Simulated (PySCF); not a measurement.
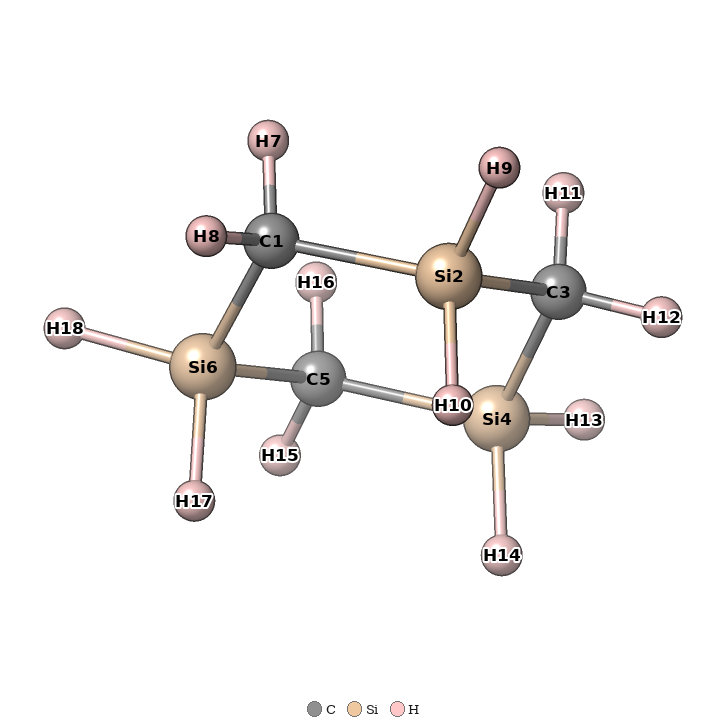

Depth is shown by fading: the farther an atom, the more it takes the colour of the background. Computed geometry: PBE0-D3(BJ)/def2-SVP optimisation. No frequency run is at hand to confirm it as a minimum.

How is the 6-membered ring C1–Si2–C3–Si4–C5–Si6 puckered?

Answer. It is a chair (Cremer–Pople θ = 0°, folded into 0 to 90°). The Cremer–Pople amplitude Q is 0.69 Å.

Give the torsion angles round the ring, beginning with the bond from its second to its third atom.

Answer. −54°, 55°, −55°, 55°, −55°, 55°.
